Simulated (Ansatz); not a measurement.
# CH8Si2 (SMILES [SiH3]C[SiH3]): B3LYP/6-31G(d) (Cartesian functions)

What is the energy change on altering one bond length of CH8Si2 at B3LYP/6-31G* (Cartesian functions)? 

The results are computed with Ansatz 0.2.0.

56 further runs of the same task are left out: 56 set aside as unsound or not needed.

### Step 1. The molecule

CH8Si2 has 11 atoms, charge 0, and is taken as a singlet. SMILES: `[SiH3]C[SiH3]`. The coordinates come from a PBE0-D4/def2-TZVP relaxation.

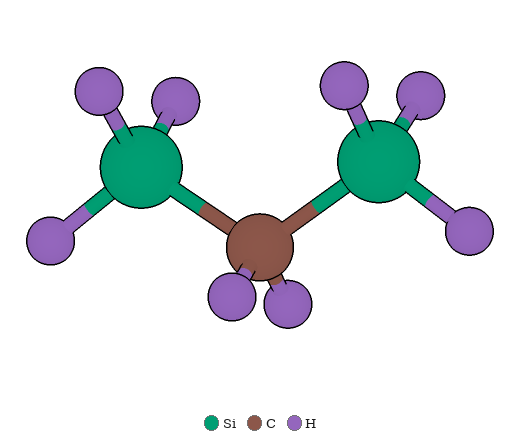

Viewed from a chosen angle; silicon teal, carbon brown, hydrogen purple.

### Step 2. The energy at B3LYP/6-31G(d) (Cartesian functions)

molecule.yaml

```yaml
crystal:
  periodic: [false, false, false]
  atoms:
    - {symbol: Si, position_ang: [-1.158980, 1.034720, -0.344660]}
    - {symbol: C, position_ang: [-0.286340, -0.621440, -0.365590]}
    - {symbol: Si, position_ang: [1.335180, -0.652340, 0.569590]}
    - {symbol: H, position_ang: [-2.435800, 0.976800, -1.106490]}
    - {symbol: H, position_ang: [-0.293510, 2.078920, -0.955560]}
    - {symbol: H, position_ang: [-1.463790, 1.436810, 1.054620]}
    - {symbol: H, position_ang: [-0.954100, -1.377620, 0.060730]}
    - {symbol: H, position_ang: [-0.099440, -0.908830, -1.405770]}
    - {symbol: H, position_ang: [1.110650, -0.304370, 1.998260]}
    - {symbol: H, position_ang: [2.282060, 0.336720, -0.011600]}
    - {symbol: H, position_ang: [1.964060, -1.999380, 0.506460]}
basis:
  gaussian:
    orbitals: "6-31G*"
total_charge: 0
hamiltonian:
  xc: {name: B3LYP}
accuracy: high
output: {orbitals: {seedname: orbitals}}
```

Run with:

```console
$ ansatz run molecule.yaml --threads 1 --pin off --max-ram 3480MiB --events-out events.jsonl --progress --plain --runs-dir runs
```

Log:

```text
Warning: RAYON_NUM_THREADS=1 ignored (pool sized by the plan → 1); use --threads N
Functional definition: B3LYP
  name "B3LYP"
  parameter a0 = 0.2
  parameter ax = 0.72
  parameter ac = 0.81
  exchange = (1 - a0 - ax)*slater_x + ax*b88_x + a0*exact_x
  correlation = (1 - ac)*vwn_rpa_c + ac*lyp_c
1635 factors; integrals over basis functions are off by at most 3.7e-9 eV
mean field evaluation 1: about -16918.3942 eV, gradient 4.3e1 eV
mean field evaluation 2: about -16915.0716 eV, gradient 5.3e1 eV
mean field evaluation 4: about -16922.7255 eV, gradient 4.0e-1 eV
mean field evaluation 8: about -16922.8962 eV, gradient 6.1e-2 eV
mean field evaluation 16: about -16922.8962 eV, gradient 3.2e-6 eV
mean field -16922.89624347 eV, -621.9049661965 hartree, gradient 8.5e-8 eV, S^2 0.000000; 0 other end points of the search recorded, 0 dependent functions left out
reference -16922.89628937 eV, -621.9049678833 hartree; 21, 21 occupied and 48, 48 virtual orbitals, 1635 factors
Total energy: -16922.89628937 eV, -621.9049678833 hartree
```

Run time: 2.3 s. Hardware: 1 thread of AMD EPYC 9R45 (Zen 5), shared host; peak memory 0.24 GiB.

### Step 3. The distorted shape at the same level

molecule.yaml

```yaml
crystal:
  periodic: [false, false, false]
  atoms:
    - {symbol: Si, position_ang: [-0.793215, 0.552222, -2.023762]}
    - {symbol: C, position_ang: [0.079425, -1.103938, -2.044692]}
    - {symbol: Si, position_ang: [1.700945, -1.134838, -1.109512]}
    - {symbol: H, position_ang: [-2.070035, 0.494302, -2.785592]}
    - {symbol: H, position_ang: [0.072255, 1.596422, -2.634662]}
    - {symbol: H, position_ang: [-1.463790, 1.436810, 1.054620]}
    - {symbol: H, position_ang: [-0.588335, -1.860118, -1.618372]}
    - {symbol: H, position_ang: [0.266325, -1.391328, -3.084872]}
    - {symbol: H, position_ang: [1.476415, -0.786868, 0.319158]}
    - {symbol: H, position_ang: [2.647825, -0.145778, -1.690702]}
    - {symbol: H, position_ang: [2.329825, -2.481878, -1.172642]}
basis:
  gaussian:
    orbitals: "6-31G*"
hamiltonian:
  xc: {name: B3LYP}
accuracy: high
output: {orbitals: {seedname: orbitals}}
```

Run with:

```console
$ ansatz run molecule.yaml --threads 1 --pin off --max-ram 3480MiB --events-out events.jsonl --progress --plain --runs-dir runs
```

Log (excerpt; [...] marks lines left out):

```text
Warning: RAYON_NUM_THREADS=1 ignored (pool sized by the plan → 1); use --threads N
[... 7 set-up lines as earlier in the session ...]
1627 factors; integrals over basis functions are off by at most 3.8e-9 eV
mean field evaluation 1: about -16913.9615 eV, gradient 4.3e1 eV
mean field evaluation 2: about -16909.5318 eV, gradient 5.4e1 eV
mean field evaluation 4: about -16917.1067 eV, gradient 1.3e1 eV
mean field evaluation 8: about -16918.4894 eV, gradient 2.4e-1 eV
mean field evaluation 16: about -16918.4897 eV, gradient 3.9e-5 eV
mean field -16918.48968421 eV, -621.7430281307 hartree, gradient 7.1e-8 eV, S^2 0.000000; 0 other end points of the search recorded, 0 dependent functions left out
reference -16918.48973166 eV, -621.7430298742 hartree; 21, 21 occupied and 48, 48 virtual orbitals, 1627 factors
Total energy: -16918.48973166 eV, -621.7430298742 hartree
```

It took 2.3 s on 1 thread of AMD EPYC 9R45 (Zen 5), shared host; peak memory 0.24 GiB.

### Step 4. Outcome

At B3LYP/6-31G* (Cartesian functions):

| quantity | value |
| --- | --- |
| first shape: total energy | -621.90497 Eh |
| first shape: HOMO energy | -8.45 eV |
| first shape: LUMO energy | 0.58 eV |
| first shape: HOMO–LUMO gap | 9.03 eV |
| distorted shape: total energy | -621.74303 Eh |
| distorted shape: HOMO energy | -6.04 eV |
| distorted shape: LUMO energy | -3.50 eV |
| distorted shape: HOMO–LUMO gap | 2.53 eV |
| energy change with the Si1–H6 bond stretched from 1.487 to 3.272 Å | 4.407 eV |

**Reading.** One bond (distorted shape) is far stretched, which a spin-restricted single reference describes badly; a broken-symmetry solution may lie lower. With the Si1–H6 bond stretched from 1.487 to 3.272 Å the energy rises by 4.41 eV (425 kJ/mol). The first shape isn't relaxed at this level, so the change isn't measured from a minimum. A restricted reference can't describe the breaking bond well at this length.
